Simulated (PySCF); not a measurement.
The calculation's input:

```
{"job": {"kind": "nmr", "xc": "PBE0", "basis": "pcSseg-1"}, "charge": 0, "multiplicity": 1}
C     -2.327040     0.180560    -0.536632
O     -1.025995     0.197180    -1.090767
C      0.027347     0.278267    -0.172561
C      0.043796     1.591590     0.553605
O     -0.636705     2.546622     0.426600
F      1.047810     1.618239     1.486718
C      0.258898    -0.947188     0.756600
C      1.704131    -1.054887     0.249050
C      1.397389    -0.016320    -0.838318
H     -2.997766     0.015269    -1.376790
H     -2.575071     1.129975    -0.056774
H     -2.442053    -0.632909     0.187360
H     -0.363323    -1.784517     0.449568
H      0.132703    -0.764365     1.821129
H      2.001724    -2.036407    -0.110378
H      2.432805    -0.702374     0.974647
H      1.235343    -0.441180    -1.825158
H      2.077248     0.828763    -0.909555
```

Run with:

```sh
OMP_NUM_THREADS=1 python probes_run.py task.json out
```

Geometry: GFN2-xTB.

These are results of PBE0/pcSseg-1, SCF density, gas phase, non-relativistic (PySCF 2.14.0), not measurements.

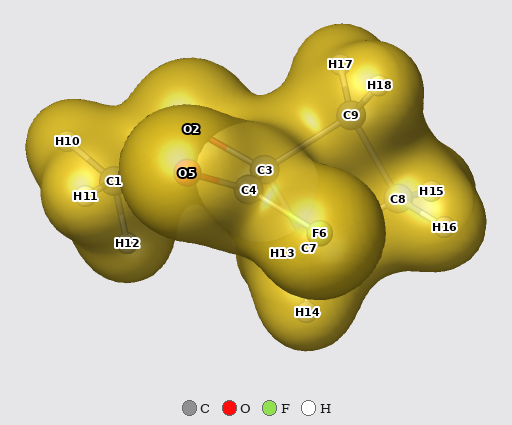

C6H9FO2 (SMILES COC1(C(=O)F)CCC1). Isosurface of the electron density at 0.2 e/Å³ (yellow), seen from one side.

### How is the density connected at this value?

At this value the surface is in one piece. It bridges the sampled C–O (1.18 Å), C–F (1.37 Å), C–C (1.50 Å) and C–H (1.09 Å) contacts, where the density stays above the isovalue. On the grid the lowest density along these lines, outside the cores, is 3.1 e/Å³ (C–O, 1.18 Å), 1.7 e/Å³ (C–F, 1.37 Å), 1.8 e/Å³ (C–C, 1.50 Å) and 1.9 e/Å³ (C–H, 1.09 Å).
